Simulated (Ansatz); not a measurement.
**SiH2Cl− (SMILES [SiH2-]Cl): r2SCAN/STO-3G**

What is the energy change on altering one bond length of SiH2Cl− at r2SCAN/STO-3G? 

Program for the calculation: Ansatz 0.2.0.

1 further run of the same task is left out (set aside as unsound or not needed).

**1. Starting point**

SiH2Cl− has 4 atoms, charge -1, and is taken as a singlet. As SMILES, `[SiH2-]Cl`. Geometry: relaxed at GFN2-xTB.

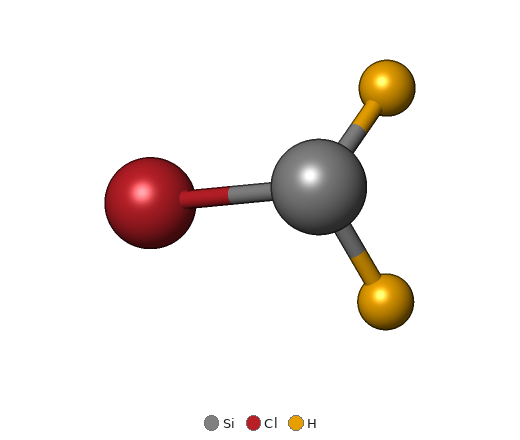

The structure, seen from a chosen angle (silicon grey, chlorine red, hydrogen amber).

**2. The energy at r2SCAN/STO-3G**

The input, run.yaml:

```yaml
crystal:
  periodic: [false, false, false]
  atoms:
    - symbol: Si
      position_ang: [-0.487890, 0.431230, 0.253920]
    - symbol: Cl
      position_ang: [1.672110, -0.122480, 0.774530]
    - symbol: H
      position_ang: [-0.971070, -0.977580, 0.165380]
    - symbol: H
      position_ang: [-0.213160, 0.668840, -1.193830]
basis:
  gaussian:
    orbitals: STO-3G
total_charge: -1
hamiltonian:
  xc: r2scan
accuracy: high
```

On the command line:

```sh
$ ansatz run run.yaml --threads 1 --pin off --max-ram 2610MiB --events-out events.jsonl --progress --plain --runs-dir runs
```

The program printed:

```text
Warning: RAYON_NUM_THREADS=1 ignored (pool sized by the plan → 1); use --threads N
Functional definition: r2SCAN
  name "r2SCAN"
  parameter k0 = 0.174
  parameter k1 = 0.065
  parameter a1 = 4.9479
  exchange = r2scan_x(k0 = k0, k1 = k1, a1 = a1)
  correlation = r2scan_c
338 factors; integrals over basis functions are off by at most 2.0e-8 eV
mean field evaluation 1: about -20201.1755 eV, gradient 1.2e1 eV
mean field evaluation 2: about -20201.4045 eV, gradient 9.1e0 eV
mean field evaluation 4: about -20201.7543 eV, gradient 1.7e-1 eV
mean field evaluation 8: about -20201.7384 eV, gradient 8.1e-4 eV
mean field -20201.73842775 eV, -742.4001939898 hartree, gradient 1.3e-8 eV, S^2 0.000000; 0 other end points of the search recorded, 0 dependent functions left out
reference -20201.73842810 eV, -742.4001940024 hartree; 17, 17 occupied and 3, 3 virtual orbitals, 338 factors
Total energy: -20201.73842810 eV, -742.4001940024 hartree
```

It took 2.7 s on 1 thread of Arm Neoverse V1, shared host; peak memory 0.13 GiB.

**3. The distorted shape, same level**

The input, job.yaml:

```yaml
crystal:
  periodic: [false, false, false]
  atoms:
    - symbol: Si
      position_ang: [-0.556577, 0.371824, 0.615881]
    - symbol: Cl
      position_ang: [1.603423, -0.181886, 1.136491]
    - symbol: H
      position_ang: [-1.039757, -1.036986, 0.527341]
    - symbol: H
      position_ang: [-0.213160, 0.668840, -1.193830]
basis:
  gaussian:
    orbitals: STO-3G
total_charge: -1
hamiltonian:
  xc: {name: r2SCAN}
accuracy: high
```

On the command line:

```sh
$ ansatz run job.yaml --threads 1 --pin off --max-ram 2610MiB --events-out events.jsonl --progress --plain --runs-dir runs
```

The program printed (excerpt; [...] marks lines left out):

```text
Warning: RAYON_NUM_THREADS=1 ignored (pool sized by the plan → 1); use --threads N
[... 7 set-up lines as earlier in the session ...]
338 factors; integrals over basis functions are off by at most 9.7e-9 eV
mean field evaluation 1: about -20199.5120 eV, gradient 1.7e1 eV
mean field evaluation 2: about -20198.3651 eV, gradient 2.3e1 eV
mean field evaluation 4: about -20200.9514 eV, gradient 4.3e-1 eV
mean field evaluation 8: about -20200.9260 eV, gradient 9.5e-3 eV
mean field evaluation 16: about -20200.9260 eV, gradient 2.1e-8 eV
mean field -20200.92597851 eV, -742.3703370309 hartree, gradient 2.1e-8 eV, S^2 0.000000; 0 other end points of the search recorded, 0 dependent functions left out
reference -20200.92597887 eV, -742.3703370441 hartree; 17, 17 occupied and 3, 3 virtual orbitals, 338 factors
Total energy: -20200.92597887 eV, -742.3703370441 hartree
```

Run time: 2.5 s. Hardware: 1 thread of Arm Neoverse V1, shared host; peak memory 0.13 GiB.

**4. Outcome**

At r2SCAN/STO-3G:

```
                                                          quantity          value
                                         first shape: total energy  -742.40019 Eh
                                     distorted shape: total energy  -742.37034 Eh
energy change with the Si1–H4 bond stretched from 1.493 to 1.866 Å       0.812 eV
```

With the Si1–H4 bond stretched from 1.493 to 1.866 Å the energy rises by 0.81 eV (18.7 kcal/mol). The first shape isn't relaxed at this level, so the change isn't measured from a minimum. The minimal basis adds a large error of its own.
